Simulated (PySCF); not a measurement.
## Electronic structure of C2H2F6Si (Si(CF3)2H2) in real space

Input

```
{"job": {"kind": "uv", "xc": "CAM-B3LYP", "basis": "def2-SVPD", "ip": false, "nstates": 10}, "charge": 0, "multiplicity": 1}
Si    -0.659684     0.029675    -0.501756
C     -0.684912    -0.156415     1.420166
F     -1.945059    -0.207476     1.873624
F     -0.082021     0.874152     2.022262
F     -0.066257    -1.274924     1.816159
C      1.191091     0.110632    -1.047360
F      1.850346    -1.009943    -0.732482
F      1.826872     1.132286    -0.463864
F      1.289953     0.277750    -2.373636
H     -1.326052     1.303079    -0.871373
H     -1.296226    -1.164306    -1.110860
```

Run with:

```sh
OMP_NUM_THREADS=1 python probes_run.py task.json out
```

Geometry: PBE0-D3(BJ)/def2-SVP.

Method: CAM-B3LYP/def2-SVPD, SCF density, gas phase (PySCF).

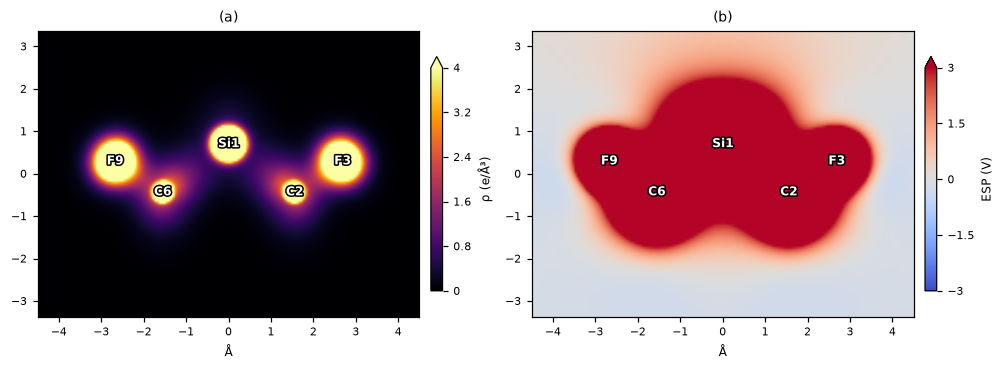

Figure 1. (a) total electron density; (b) electrostatic potential on the plane of atoms Si1, C6 and F9.

### What do the fields say about this system?

The section cuts through Si, C and F sites.
C–F (1.34 Å): ρ is about 2.4 e/Å³ halfway, with its minimum of 1.8 e/Å³ about 0.5 Å from C.
C–Si (1.93 Å): ρ is about 0.97 e/Å³ halfway.
Outside the dense part of the molecule the potential is most negative (−0.3 V) near F3 and F9.

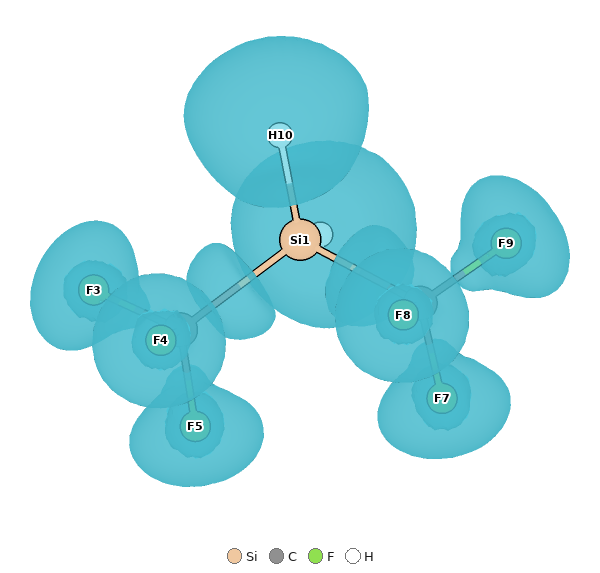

Figure 2. Isosurface of the electron localisation function at 0.75 (cyan), seen at a tilt. Core shells and regions of very low density are left out.

### Identify the bonds, lone pairs and shells in this picture.

The surface consists of two regions between bonded C–Si atoms (shared pairs), two regions around hydrogen nuclei and six regions on F in which the atom's valence shell and bonds are merged.


C–F (1.34 Å): the ELF peaks at about 0.85 between the atoms; a shared but strongly polarised pair. C–Si (1.93 Å): the ELF peaks at about 1 between the atoms (a shared electron pair).

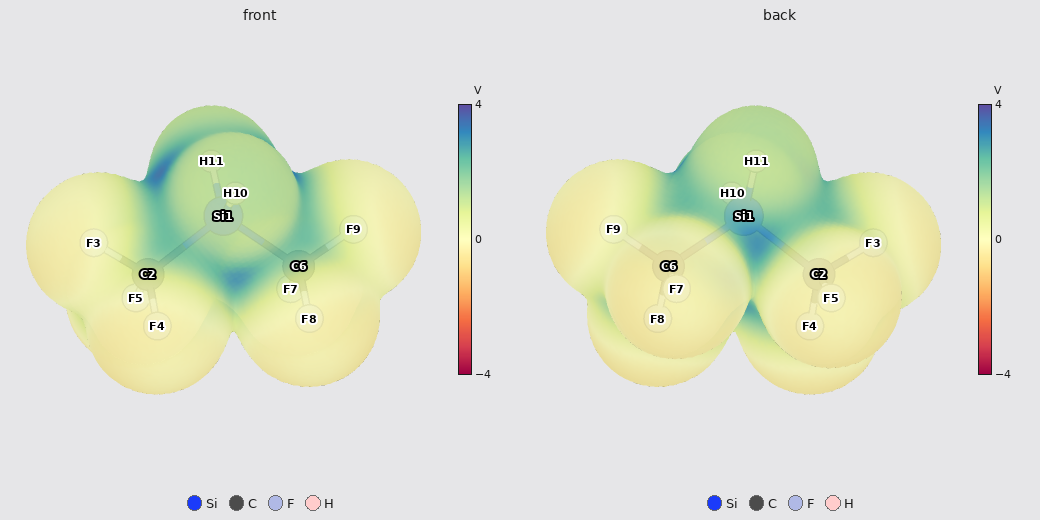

Figure 3. The electrostatic potential painted on the density surface at 0.004 e/bohr³, seen from the front and from behind; the colour scale runs from red (negative) to blue (positive).

### Where is the surface potential most negative and most positive?

The most negative region (about −0.4 V) lies over F4, F5, F7 and F8, the most positive (about +3.2 V) over Si1.
